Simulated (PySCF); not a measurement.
# C6H4S2, SMILES `c1csc2ccsc12`: electronic structure

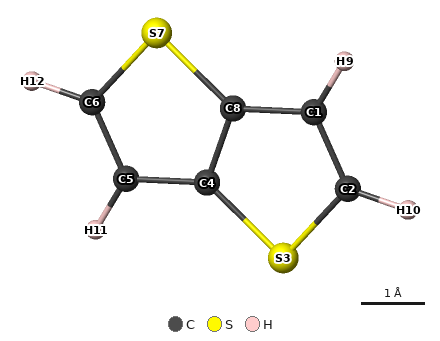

The molecule, with its atoms numbered as below. No frequency check shows the geometry to be a minimum.

Geometry (Å), atoms numbered from 1:

```
C1      -0.8960   -1.5684    0.0000
C2      -2.0785   -0.9035    0.0000
S3      -1.9106    0.8209    0.0000
C4      -0.1898    0.6681    0.0000
C5       0.8960    1.5684    0.0000
C6       2.0785    0.9035    0.0000
S7       1.9106   -0.8209    0.0000
C8       0.1898   -0.6681    0.0000
H9      -0.8001   -2.6382    0.0000
H10     -3.0662   -1.3199    0.0000
H11      0.8001    2.6382    0.0000
H12      3.0662    1.3199    0.0000
```

Part 1: In an electric field

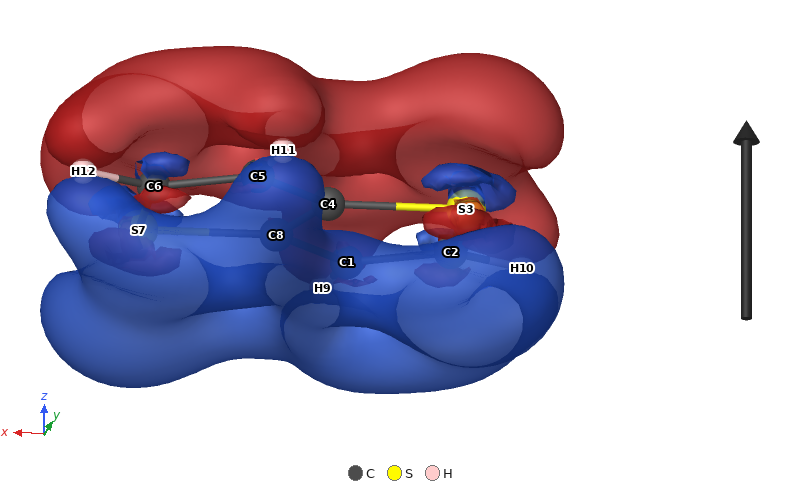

Change of the electron density in a uniform field of 0.26 V/Å along +z (arrow), surfaces at ±0.001 e/Å³ (blue: gain, red: loss).

Computed with PySCF, B3LYP/def2-SVPD, geometry: GFN2-xTB.

The field was applied in both directions; the picture shows the one opposite to the script's first.

Q: How large is the response?

A: The induced dipole is 0.79 D (along the field); α along this axis, from the fields in both directions, is 62 bohr³ (9.2 Å³).

Part 2: Localised orbitals

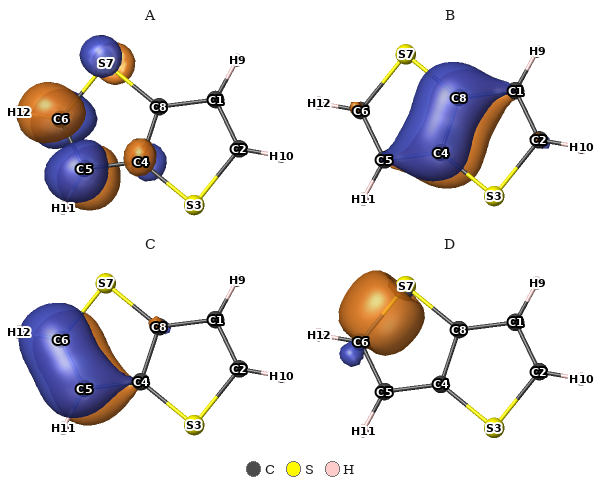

Intrinsic bond orbitals (IBO), occupied and valence-virtual; each surface holds about 80 % of the orbital's density. Energies are diagonal elements of the Fock matrix.

Method: CAM-B3LYP/6-311G**; geometry: GFN2-xTB; program: PySCF.

Q: Name the orbitals, with their atomic make-up and energies.

A: By panel:
- A: π* orbital C5–C6 (C5 44 %, C6 42 %, S7 8 %; 3.0 eV)
- B: π bond C4–C8 (C4 44 %, C8 44 %, C5 3 %; −10.1 eV)
- C: π bond C6–C5 (C6 48 %, C5 47 %; −9.8 eV)
- D: σ bond S7–C6 (S7 50 %, C6 49 %; −17.7 eV)

Part 3: Magnetic shielding

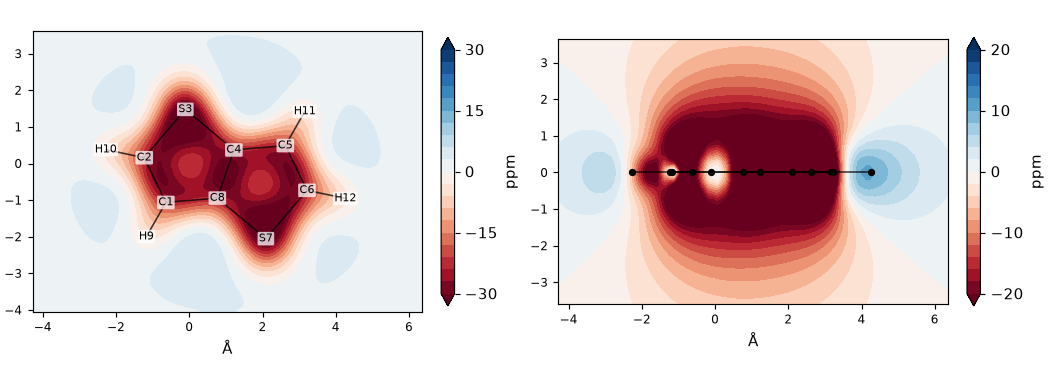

NICSzz (the component normal to the ring) 1.0 Å above the plane of the 5-membered ring C1/C2/S3/C4/C8 (left) and NICSzz (the component normal to the ring) in a plane perpendicular to the same ring (right); GIAO shieldings; atoms are projected onto the map; negative values mean shielding.

PySCF calculation, BP86/6-31G*, gas phase; geometry: GFN2-xTB.

Q: Classify the ring and give its NICS values.

A: It is strongly diatropic (aromatic): NICS(0) = −11.3, NICS(1) = −8.9, NICS(1)zz = −21.7 ppm.

Q: What absolute proton shieldings does the same calculation give?

A: From 25.4 ppm (H9 and H11) to 25.5 ppm (H10 and H12).

The PySCF runs shown took 39 s, 17 s and 28 s on 1 thread of Intel(R) Xeon(R) 6975P-C (Granite Rapids), on a shared host.
